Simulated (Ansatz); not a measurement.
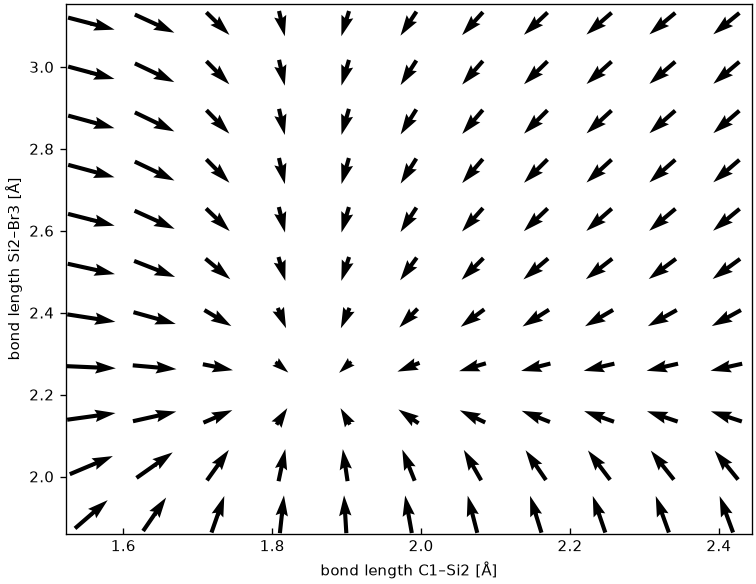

C₂H₅BrOSi, SMILES C[Si]1(Br)CO1. 
- First axis: bond length C1–Si2. Second axis: bond length Si2–Br3.
- Nothing is relaxed (all other coordinates rigid).
- The scan uses an 11 × 11 grid.
- Computed with RHF/def2-SVP in Ansatz.

Drawn: dots at the grid points, arrows along the force (downhill), their lengths compressed.

**The arrows alone are given. Where is the energy lowest?**

The arrows converge at about bond length C1–Si2 = 1.854 Å, bond length Si2–Br3 = 2.219 Å (read from the interpolated surface).

The energy map of the same scan:

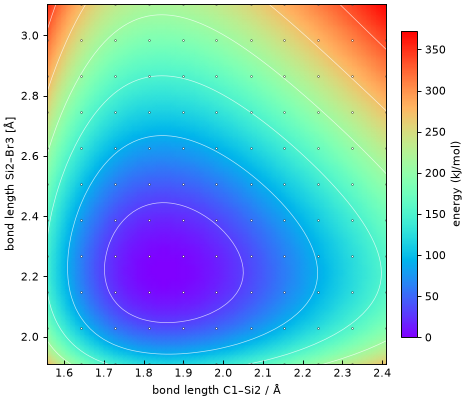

Energies are in kJ/mol, from the relaxed molecule at the same level; between grid points the surface is interpolated.
